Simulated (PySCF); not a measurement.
# C3H4S3: NMR shielding calculation

The run: NMR shielding calculation of C3H4S3, SMILES S=C1CSCS1. Method and program: GIAO KT2/pcSseg-1 NMR shielding, non-relativistic, gas phase (PySCF 2.14.0).

The geometry comes from this level: GFN2-xTB, MD frame at 11601 fs, 220 K. Figures and captions count atoms from 1; the log counts them from 0 in places.

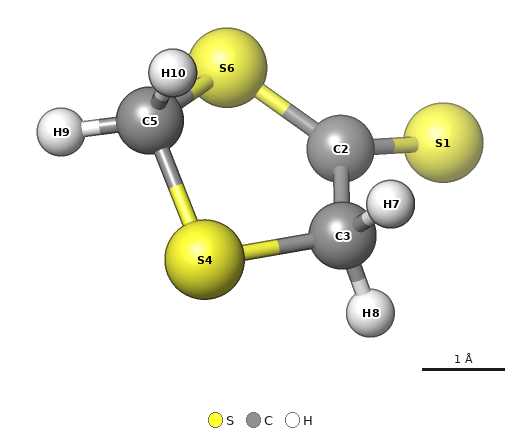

The input geometry (ball-and-stick view, seen at a tilt; atoms are numbered from 1 in the order of the input).

### The input
```
{"job": {"kind": "nmr", "xc": "KT2", "basis": "pcSseg-1", "pop": false}, "charge": 0, "multiplicity": 1}
S     -0.016131    -3.335831    -0.772264
C      0.163267    -1.826515    -1.440668
C     -0.336700    -0.589867    -0.671658
S     -0.615336     0.779098    -1.827663
C      0.665187     0.275272    -3.083141
S      0.814379    -1.543128    -2.992082
H      0.472606    -0.203331     0.064026
H     -1.269214    -0.735654    -0.196270
H      0.280435     0.626963    -4.073127
H      1.593319     0.718267    -2.691070
```

The first line tells a small driver script what to run in PySCF; the rest is the geometry in Å.

Run on 1 CPU thread, shared host.

Launched with:
```bash
OMP_NUM_THREADS=1 python <driver script> task.json out
```

### The program's output
```
coarse grid: 10616 points
cycle   1  E = -1322.5430795757  dE =  6.743e-01  |g| = 4.020e-01  |ddm| = 3.382e+00
cycle   2  E = -1322.2249489240  dE =  3.181e-01  |g| = 1.030e+00  |ddm| = 2.160e+00
cycle   3  E = -1322.5689913231  dE = -3.440e-01  |g| = 2.516e-01  |ddm| = 1.931e+00
cycle   4  E = -1322.5881550624  dE = -1.916e-02  |g| = 5.571e-02  |ddm| = 3.891e-01
cycle   5  E = -1322.5883955268  dE = -2.405e-04  |g| = 4.446e-02  |ddm| = 1.258e-01
cycle   6  E = -1322.5890162765  dE = -6.207e-04  |g| = 9.478e-03  |ddm| = 6.772e-02
cycle   7  E = -1322.5890395910  dE = -2.331e-05  |g| = 2.591e-03  |ddm| = 1.326e-02
cycle   8  E = -1322.5890414887  dE = -1.898e-06  |g| = 4.612e-04  |ddm| = 3.451e-03
final grid: 90352 points
cycle   9  E = -1322.6786030285  dE = -8.558e-05  |g| = 2.953e-02  |ddm| = 4.228e-02
cycle  10  E = -1322.6774992460  dE =  1.104e-03  |g| = 6.825e-02  |ddm| = 9.647e-02
cycle  11  E = -1322.6786996365  dE = -1.200e-03  |g| = 1.627e-02  |ddm| = 9.205e-02
cycle  12  E = -1322.6787790560  dE = -7.942e-05  |g| = 4.683e-03  |ddm| = 2.792e-02
cycle  13  E = -1322.6787859055  dE = -6.849e-06  |g| = 1.265e-03  |ddm| = 8.171e-03
cycle  14  E = -1322.6787864304  dE = -5.250e-07  |g| = 2.970e-04  |ddm| = 1.998e-03
cycle  15  E = -1322.6787864556  dE = -2.517e-08  |g| = 4.971e-05  |ddm| = 3.927e-04
cycle  16  E = -1322.6787864561  dE = -5.241e-10  |g| = 2.573e-05  |ddm| = 8.469e-05
```

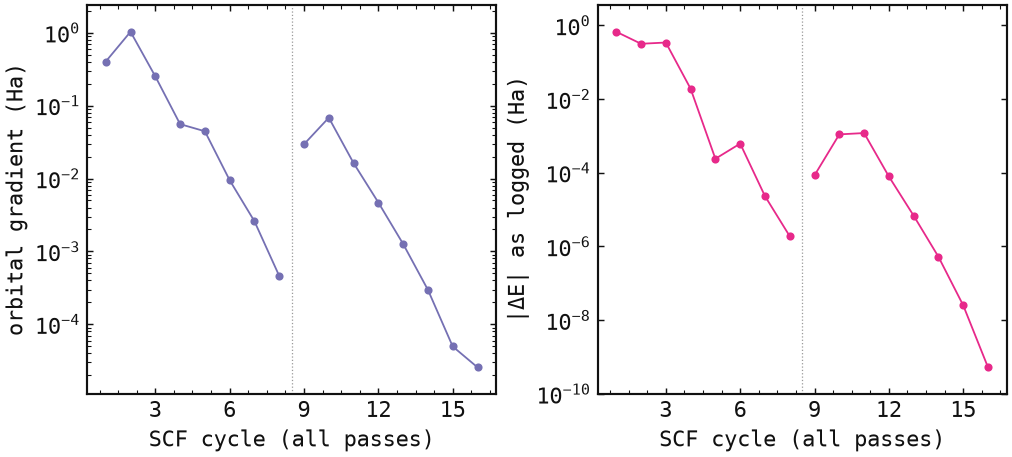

Convergence of the self-consistent field: orbital gradient and size of the energy change against the SCF cycle. The dotted line marks the change from a coarse to the final integration grid. The first 8 cycles use a coarse grid, the final grid takes over at cycle 9, and the field converges after 16 cycles in all.

```
converged SCF energy = -1322.6787864561

GIAO shielding tensors (ppm)
atom      isotropic    diamagn.    paramagn.     s11        s22        s33       span
  0 S     -150.337    1056.024   -1206.361  -1071.915   -141.672    762.576   1834.491
  1 C      -48.825     260.876    -309.701   -169.806    -31.593     54.926    224.732
  2 C      123.286     250.270    -126.985     85.591    122.385    161.881     76.290
  3 S      417.190    1058.662    -641.472    163.292    423.797    664.481    501.189
  4 C      126.096     261.322    -135.227     69.062    145.356    163.869     94.807
  5 S      248.986    1054.351    -805.366    -88.262    339.081    496.139    584.401
  6 H       25.365      29.122      -3.757     19.889     25.517     30.689     10.800
  7 H       28.150      31.521      -3.371     23.980     27.856     32.615      8.635
  8 H       26.044      28.443      -2.399     21.260     24.317     32.555     11.296
  9 H       25.082      30.471      -5.389     18.823     25.361     31.061     12.238
```

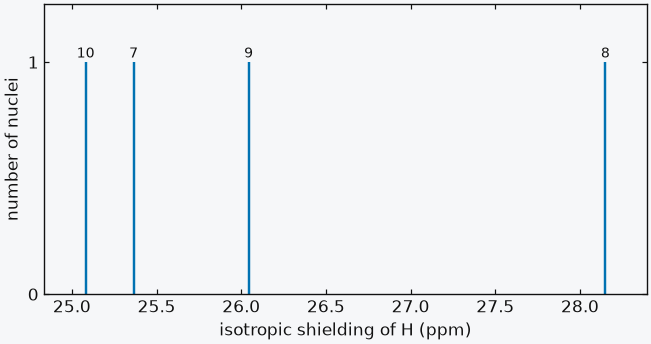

Isotropic shieldings of the hydrogen nuclei in this fixed geometry, labelled by atom number; shielding grows to the right, so chemical shift grows to the left. The least shielded is H10 (25.1 ppm), the most shielded H8 (28.2 ppm).

### Summary

```json
{"quantity": "outcome", "value": "converged"}
{"quantity": "total energy", "value": "−1322.678786 hartree"}
{"quantity": "HOMO", "value": "−5.46 eV"}
{"quantity": "LUMO", "value": "−3.12 eV"}
{"quantity": "dipole moment", "value": "2.79 D"}
{"quantity": "isotropic shielding, S", "value": "−150.3 to 417.2 ppm"}
{"quantity": "isotropic shielding, C", "value": "−48.8 to 126.1 ppm"}
{"quantity": "isotropic shielding, H", "value": "25.1 to 28.2 ppm"}
{"quantity": "wall time", "value": "27 s"}
{"quantity": "peak memory", "value": "0.63 GiB"}
```
